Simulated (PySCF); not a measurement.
# F3N, SMILES `FN(F)F`: electronic structure

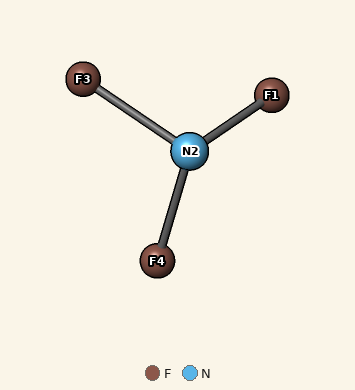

The molecule, with its atoms numbered as below. No frequency check shows the geometry to be a minimum.

Geometry (Å), atoms numbered from 1:

```
F1       1.1559   -0.4204    0.1190
N2       0.0000   -0.0000   -0.4588
F3      -0.9421   -0.7908    0.1189
F4      -0.2139    1.2113    0.1189
```

## 1. Bonding charge

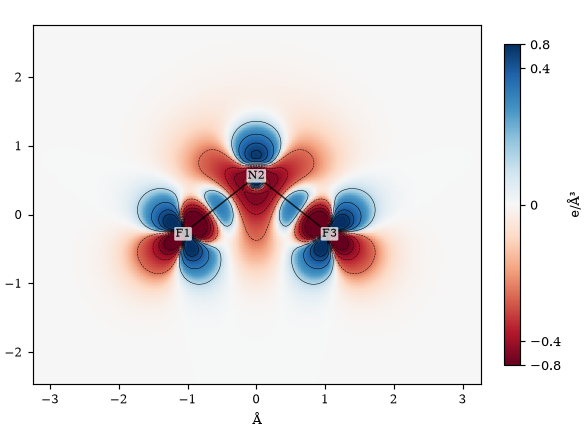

Deformation density (molecule less spherical, spin-averaged free atoms) in the plane of F1, N2 and F3; colour scale in e/Å³, logarithmic beyond ±0.1; blue: gain, red: loss.

PySCF calculation, PBE/def2-TZVP, gas phase; geometry: GFN2-xTB.

Q: How much density has each bond in this plane gained at its critical point, relative to the free atoms?

A: F1–N2 and N2–F3: +0.16 e/Å³ at the bond critical point (bond length 1.36 Å, Mayer order 1.0). In all, 1.0 electrons gather in the regions of gain relative to the promolecule.

Q: Where do the Hirshfeld charges lie?

A: The highest Hirshfeld charge is on N2 (+0.16 e), the lowest on F1, F3 and F4 (−0.06 e).

## 2. Local ionisation energy

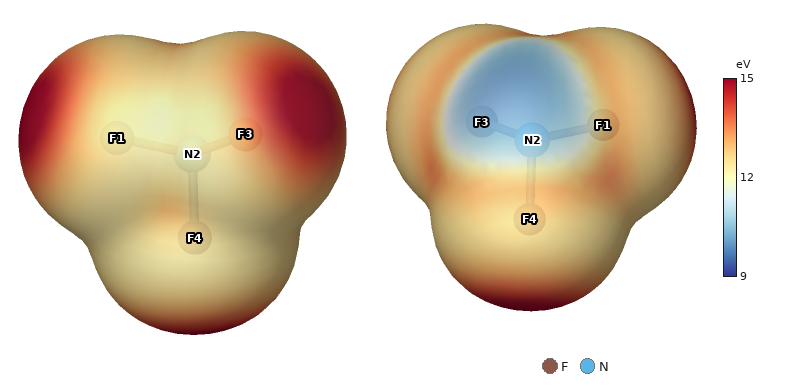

Average local ionisation energy on the surface of electron density 0.001 a.u. (back view left, front view right).

Q: Locate the minima of the map.

A: The lowest value is 9.8 eV, 1.9 Å from N2. Further minima include 12.2 eV, 1.7 Å from F4, and at like points elsewhere. For comparison, the highest occupied orbital lies at −8.1 eV.

Q: What volume does the surface enclose, and what is the dipole moment?

A: About 55 Å³; the dipole moment is 0.0 D.

## 3. In an electric field

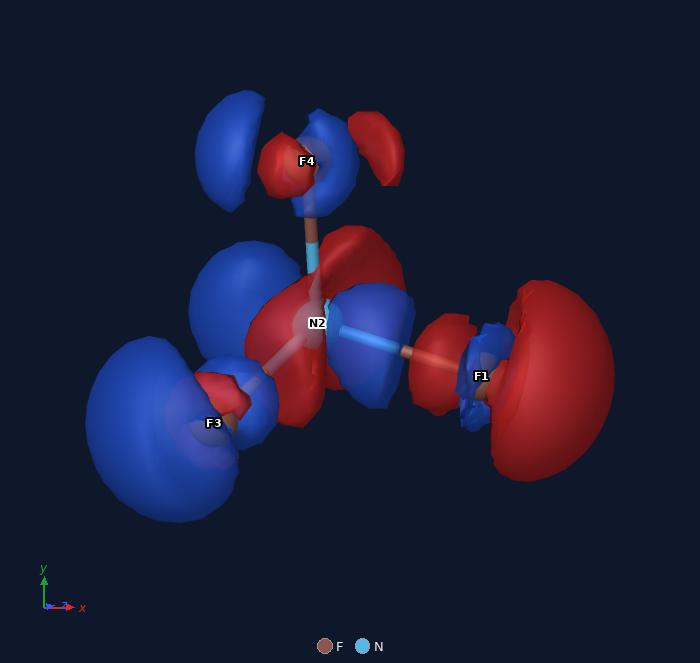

Change of the electron density in a uniform field of 0.21 V/Å, surfaces at ±0.002 e/Å³ (red: gain, blue: loss).

PySCF calculation, PBE/def2-TZVP, gas phase; geometry: GFN2-xTB. A basis without diffuse functions makes polarisabilities too small.

The field was applied in both directions; the picture shows the one opposite to the script's first.

Q: Along which Cartesian direction does the field point?

A: Along −x: electrons gather on the +x side, against the field.

Q: What dipole is induced, and what polarisability does it imply?

A: The induced dipole is 0.18 D (along the field); α along this axis, from the fields in both directions, is 18 bohr³ (2.7 Å³).

## 4. Removing or adding an electron

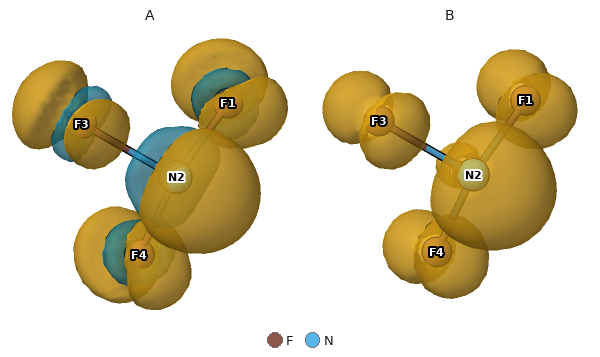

The Fukui function f⁻ from two separate SCF calculations and the density of the HOMO, at ±0.05 e/Å³ (yellow positive, teal negative).

Q: Which panel is which, and how good is the frozen-orbital picture?

A: A is f⁻ (it has negative regions), B the HOMO density. The HOMO lies on N2 (47 %) and F1, F3 and F4 (18 % each); f⁻ (Hirshfeld-condensed) is largest on N2 (0.30) and F1, F3 and F4 (0.23 each); the vertical ionisation energy is 12.72 eV. Relaxation shifts 17 % of the electron between atoms. The orbital energy is −8.14 eV.
